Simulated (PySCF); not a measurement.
# SiH3O (SMILES [O][SiH3]): UCCSD(T)/STO-3G

Aim: the vertical ionisation energy of SiH3O at UCCSD(T)/STO-3G, from 2 runs. 

The results are computed with PySCF 2.14.0.

15 further runs of the same task are left out: 6 that didn't finish, 9 set aside as unsound or not needed.

## (1) The system as given

SiH3O: 5 atoms, total charge 0, spin state doublet. SMILES: `[O][SiH3]`. Geometry: relaxed at GFN2-xTB.

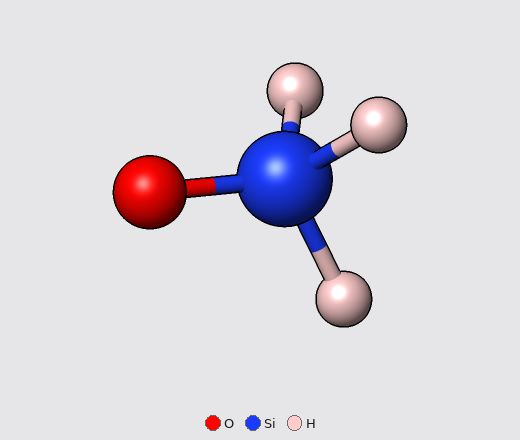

The structure, seen from a chosen angle (oxygen red, silicon blue, hydrogen pink).

## (2) A single-point energy at UCCSD(T)/STO-3G

Input file calc.py:

```python
from pyscf import gto, scf, cc

system = gto.M(
    atom='''
O     -2.677005     0.506163     1.304308
Si    -0.124438     0.014815     0.037549
H     -0.227995    -0.458070    -2.735360
H      1.296144    -2.190684     1.082681
H      1.733276     2.127756     0.310822
''',
    max_memory=1860,
    charge=0,
    unit='bohr',
    verbose=3,
    basis='sto-3g',
    spin=1,
)

calc0 = scf.UHF(system)
calc0.conv_tol = 1e-10
calc0.kernel()
if not calc0.converged:
    calc0 = calc0.newton().run(calc0.mo_coeff, calc0.mo_occ)

mycc = cc.CCSD(calc0, frozen=6)
mycc.kernel()
e_t = mycc.ccsd_t()
e_final = mycc.e_tot + e_t
print('E(%s) = %.9f' % ('CCSD(T)', e_final))
```

Run with:

```bash
OMP_NUM_THREADS=1 python calc.py
```

Log:

```text
converged SCF energy = -361.13090445612  <S^2> = 0.75558832  2S+1 = 2.0055805
E(UCCSD) = -361.208711684924  E_corr = -0.07780722880381401
UCCSD(T) correction = -0.00141169573352332
E(CCSD(T)) = -361.210123381
```

Wall time 0.93 s (1 thread of Arm Neoverse V1, shared host); peak memory 0.1 GiB.

## (3) The singlet cation at the same level

Input file job.py:

```python
from pyscf import gto, scf, cc

molecule = gto.M(
    atom='''
O     -1.416610     0.267850     0.690210
Si    -0.065850     0.007840     0.019870
H     -0.120650    -0.242400    -1.447490
H      0.685890    -1.159260     0.572930
H      0.917210     1.125960     0.164480
''',
    charge=1,
    verbose=3,
    max_memory=1860,
    basis='sto-3g',
)

mf = scf.RHF(molecule)
mf.conv_tol = 1e-10
mf.kernel()
if not mf.converged:
    mf = mf.newton().run(mf.mo_coeff, mf.mo_occ)

mycc = cc.CCSD(mf, frozen=6)
mycc.kernel()
e_t = mycc.ccsd_t()
e_final = mycc.e_tot + e_t
print('E = %.10f Eh' % e_final)
```

Run with:

```bash
OMP_NUM_THREADS=1 python job.py
```

Log:

```text
converged SCF energy = -360.731589900653
E(CCSD) = -360.8686752655722  E_corr = -0.1370853649189362
CCSD(T) correction = -0.0108287581367512
E = -360.8795040237 Eh
```

It took 1.1 s on 1 thread of Arm Neoverse V1, shared host; peak memory 0.1 GiB.

## (4) Outcome

At UCCSD(T)/STO-3G, 6 core orbitals frozen:

| quantity | value |
| --- | --- |
| doublet SiH3O: total energy | -361.21012 Eh |
| doublet SiH3O: dipole moment (Hartree–Fock density) | 0.52 D |
| doublet SiH3O: HOMO energy (Hartree–Fock orbitals) (highest over α and β) | -9.13 eV |
| doublet SiH3O: LUMO energy (Hartree–Fock orbitals) (lowest over α and β) | 7.54 eV |
| doublet SiH3O: correlation energy (6 core orbitals frozen) | -79.2 mEh |
| doublet SiH3O: (T) correction | -1.41 mEh |
| doublet SiH3O: ⟨S²⟩ of the reference determinant | 0.756 |
| doublet SiH3O: T1 diagnostic | 0.013 |
| singlet cation: total energy | -360.87950 Eh |
| singlet cation: HOMO energy (Hartree–Fock orbitals) | -18.20 eV |
| singlet cation: LUMO energy (Hartree–Fock orbitals) | -8.48 eV |
| singlet cation: HOMO–LUMO gap (Hartree–Fock orbitals) | 9.72 eV |
| singlet cation: correlation energy (6 core orbitals frozen) | -147.9 mEh |
| singlet cation: (T) correction | -10.83 mEh |
| singlet cation: T1 diagnostic | 0.060 |
| vertical ionisation energy (to the singlet cation) | 8.997 eV |

Removing an electron at fixed nuclei costs 9.00 eV (868 kJ/mol). Only the singlet of the ionised species was computed; a triplet could lie lower. In a minimal basis such a difference can be off by several eV, whatever the method. The triples (doublet SiH3O) make up 1.8 % of the correlation energy. The T1 diagnostic (singlet cation) of 0.060 is above the customary mark for such species, so a single reference may not serve. The triples (singlet cation) make up 7.3 % of the correlation energy.
